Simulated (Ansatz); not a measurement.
Frequency calculation, with input and output: C2H7N

The run: frequency calculation of C2H7N. Method and program: RKS PBE0-D4/def2-TZVP (Ansatz 0.2.0).

The geometry comes from this level: PBE0-D4/def2-TZVP. Figures and captions count atoms from 1; the log counts them from 0 in places.

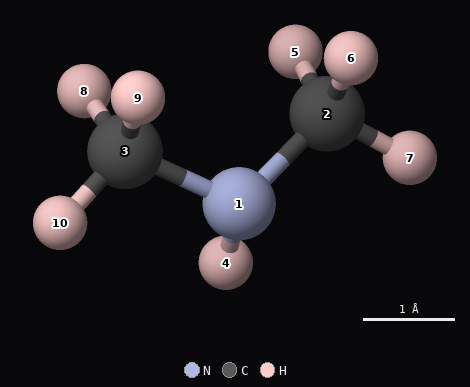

Fig. 1: The structure as given in the input (ball-and-stick view, seen at a tilt; atoms are numbered from 1 in the order of the input).

### Input
```yaml
crystal:
  periodic: [false, false, false]
  atoms:
    - {symbol: N, position_ang: [0.030620, -0.708726, -0.132902]}
    - {symbol: C, position_ang: [0.020840, -0.523050, -1.565431]}
    - {symbol: C, position_ang: [-1.287195, -0.947081, 0.408639]}
    - {symbol: H, position_ang: [0.644723, -1.474848, 0.109445]}
    - {symbol: H, position_ang: [-0.453455, -1.349775, -2.122312]}
    - {symbol: H, position_ang: [-0.527230, 0.391605, -1.810415]}
    - {symbol: H, position_ang: [1.041928, -0.403324, -1.933117]}
    - {symbol: H, position_ang: [-1.819466, -1.792691, -0.060590]}
    - {symbol: H, position_ang: [-1.905160, -0.055115, 0.268971]}
    - {symbol: H, position_ang: [-1.220857, -1.136725, 1.481850]}
basis:
  gaussian: {orbitals: def2-TZVP}
hamiltonian: {xc: pbe0, dispersion: d4}
phonons: {temperatures: {t_min: 298.15, t_max: 900, t_step: 200}}
```

Machine: 8 threads of Arm Neoverse V1, 23 GiB of memory available, shared host.

Command:
```bash
ansatz run in.yaml --threads 8 --pin off --events-out ev --progress --plain --max-ram 19148MiB
```

### Log
```
Functional definition: PBE0
  name "PBE0"
  cite "Adamo & Barone, J. Chem. Phys. 110, 6158 (1999) doi:10.1063/1.478522"
  cite "Perdew, Burke & Ernzerhof, Phys. Rev. Lett. 77, 3865 (1996) doi:10.1103/PhysRevLett.77.3865"
  parent pbe
  parameter a = 0.25
  parameter kappa = 0.804
  parameter beta = 0.06672455060314922
  exchange = (1 - a)*pbe_x(kappa = kappa, mu = beta*pi^2/3) + a*exact_x
  correlation = pbe_c(beta = beta)
823 factors; their error is unknown
mean field evaluation 1: about -3667.2180 eV, gradient 5.8e1 eV
mean field evaluation 2: about -3662.2200 eV, gradient 7.4e1 eV
mean field evaluation 4: about -3674.8036 eV, gradient 3.5e0 eV
mean field evaluation 8: about -3674.8112 eV, gradient 3.9e-2 eV
mean field -3674.81115962 eV, -135.0468192397 hartree, gradient 1.9e-5 eV, S^2 0.000000; 0 other end points of the search recorded, 0 dependent functions left out
the calculation of the forces begins
reference -3674.81118726 eV, -135.0468202554 hartree; 13, 13 occupied and 122, 122 virtual orbitals, 823 factors
these checks for a lower state are left out or cut short: stability, starts, cluster_reference, orbital_swaps, neighbouring_geometries, increment
823 factors; their error is unknown
mean field evaluation 16: about -3674.8258 eV, gradient 4.9e-1 eV
mean field -3674.81099588 eV, -135.0468132221 hartree, gradient 1.6e-6 eV, S^2 0.000000; 0 other end points of the search recorded, 0 dependent functions left out
[... from here on the field's lines of each further geometry are left out, up to the last ...]
the calculation of the forces begins
reference -3674.81109230 eV, -135.0468167657 hartree; 13, 13 occupied and 122, 122 virtual orbitals, 823 factors
these checks for a lower state are left out or cut short: stability, starts, cluster_reference, orbital_swaps, neighbouring_geometries, increment
823 factors; their error is unknown
mean field -3674.81105322 eV, -135.0468153296 hartree, gradient 1.6e-6 eV, S^2 0.000000; 0 other end points of the search recorded, 0 dependent functions left out
the calculation of the forces begins
reference -3674.81108085 eV, -135.0468163449 hartree; 13, 13 occupied and 122, 122 virtual orbitals, 823 factors
Total energy: -3674.91207429 eV, -135.0505277854 hartree
Atom 0 at     0.030620    -0.708726    -0.132902 Å, force    -0.000982     0.001665    -0.000232 eV/Å
Atom 1 at     0.020840    -0.523050    -1.565431 Å, force     0.000581    -0.000437    -0.002046 eV/Å
Atom 2 at    -1.287195    -0.947081     0.408639 Å, force    -0.001433    -0.001032     0.001055 eV/Å
Atom 3 at     0.644723    -1.474848     0.109445 Å, force     0.000894    -0.000857     0.000411 eV/Å
Atom 4 at    -0.453455    -1.349775    -2.122312 Å, force    -0.000220     0.000170     0.000458 eV/Å
Atom 5 at    -0.527230     0.391605    -1.810415 Å, force     0.000175     0.000078     0.000210 eV/Å
Atom 6 at     1.041928    -0.403324    -1.933117 Å, force     0.000524     0.000095    -0.000265 eV/Å
Atom 7 at    -1.819466    -1.792691    -0.060590 Å, force     0.000264     0.000340    -0.000320 eV/Å
Atom 8 at    -1.905160    -0.055115     0.268971 Å, force     0.000236     0.000096     0.000138 eV/Å
Atom 9 at    -1.220857    -1.136725     1.481850 Å, force    -0.000039    -0.000118     0.000593 eV/Å
Dipole moment:    -0.026235    -0.188753    -0.057928 e Å
Vibrations: 234.09 263.53 381.96 774.07 966.04 1033.43 1102.24 1185.28 1203.51 1268.97 1434.38 1461.84 1468.84 1481.07 1487.35 1510.73 1514.52 2947.89 2951.43 3067.09 3068.50 3120.62 3121.16 3559.73 cm⁻¹, zero-point energy 2.517391 eV
```

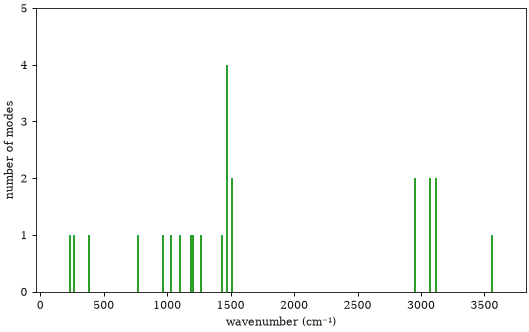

Fig. 2: Harmonic vibrational wavenumbers from the force constants; neighbouring modes closer than 15 cm⁻¹ are counted in one stick. 24 modes from 234 to 3560 cm⁻¹, none imaginary.

### Summary

| quantity | value |
| --- | --- |
| outcome | converged |
| total energy | −3674.9121 eV |
| mean-field energy | −3674.8112 eV |
| dispersion energy | −0.1009 eV |
| largest force (length of the vector) | 0.002 eV/Å |
| dipole moment | 0.96 D |
| wall time | 26 s (CPU time 2.9 min) |
| peak memory | 0.65 GiB |
